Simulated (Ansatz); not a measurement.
The structure below was relaxed with PBEsol, PAW, 420 eV (Ansatz, a quantum-chemistry and plane-wave program; without spin-orbit coupling).

```yaml
crystal:
  lattice:
    - [0.00000, 2.69494, 2.69494]
    - [2.69494, 0.00000, 2.69494]
    - [2.69494, 2.69494, 0.00000]
  atoms:
    - { symbol: Ni, position: [0.00000, 0.00000, 0.00000] }
    - { symbol: Si, position: [0.25000, 0.25000, 0.25000] }
    - { symbol: Si, position: [0.75000, 0.75000, 0.75000] }
```

### Question
Find the space group and the Wyckoff positions.

### Answer
Space group Fm-3m (No. 225); a = b = c = 5.3899 Å, α = β = γ = 90.00°

| atom | site | symmetry | x | y | z |
|---|---|---|---|---|---|
| Ni | 4a | m-3m | 0.0000 | 0.0000 | 0.0000 |
| Si | 8c | -43m | 0.2500 | 0.2500 | 0.2500 |

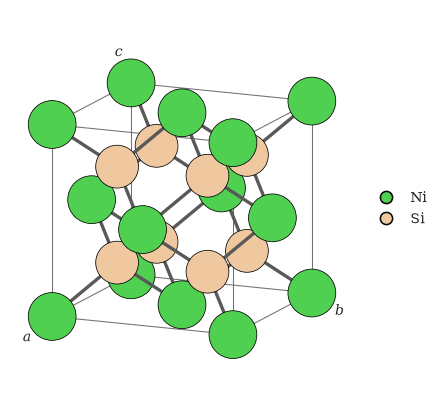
*The conventional cell*

Whether these cells are dynamically stable was not tested. Starting moments died away, wholly or in part, for Co → Ni; another magnetic solution may exist. All final runs are without spin polarisation. The cell was made from CoSi2 by this change: Co → Ni.
